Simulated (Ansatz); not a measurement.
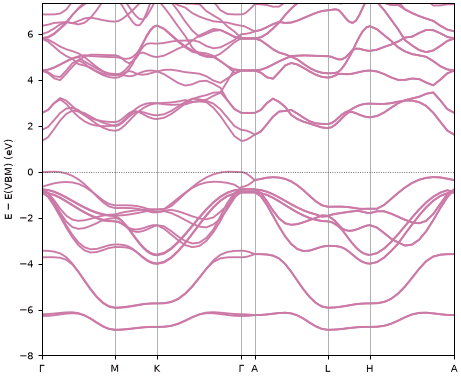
Fig. 1. Band structure from plane-wave PAW PBE (Ansatz code)

Task: Read off the gap and where the band edges lie.

Result: About 1.3 eV (1.34 eV by a search for the band edges); maximum on the K–Γ line, 86 % of the way from K, minimum at Γ.

Task: Which of these materials gives this?
A) CsSnBr3, P6_3/mmc (Cs on 2d, Sn on 2a, Br on 6h)
B) GaSe, P6_3/mmc (Ga on 4f, Se on 4f)
C) CsGeI3, P6_3/mmc (Cs on 2d, Ge on 2a, I on 6h)
D) CdSe, wurtzite

Result: B, GaSe, P6_3/mmc (Ga on 4f, Se on 4f)

The cell was relaxed with PBE under the symmetry of its start. The volume lies over 15 % above that of the usual cell of this phase: another minimum, or an error of the functional. A crystal of weakly bound layers computed without a dispersion correction: the cell and the soft elastic constants depend strongly on that. Spin–orbit coupling is left out wherever it is not named.

Potentials: the later of the program's two PAW sets.
